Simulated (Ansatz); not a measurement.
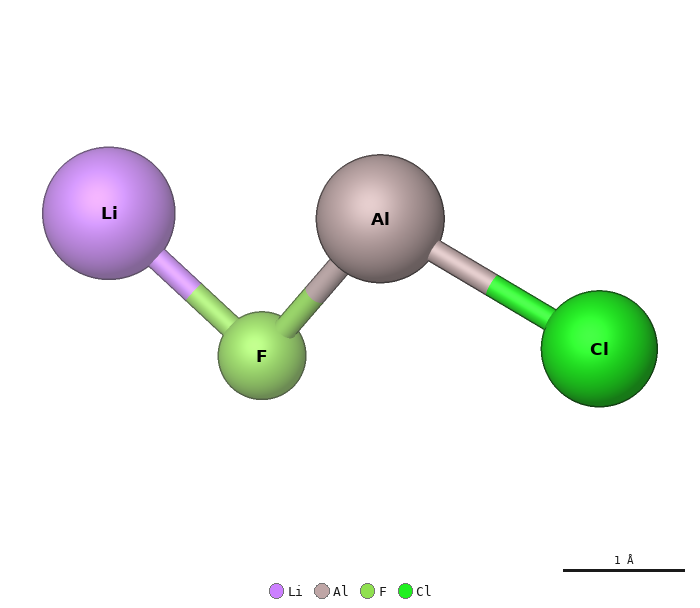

Distant atoms are faded towards the background colour. The geometry was computed by an optimisation with PBE0-D4/def2-TZVP. No frequency run is at hand to confirm it as a minimum. Masses are those of the most abundant isotopes; constants are for the rigid equilibrium geometry.

Q: What kind of rotor is it, and what are its rotational constants in MHz?

A: An asymmetric top (Cs): A = 20226, B = 2636, C = 2332 MHz. Ray's parameter κ is −0.97, close to the prolate limit.
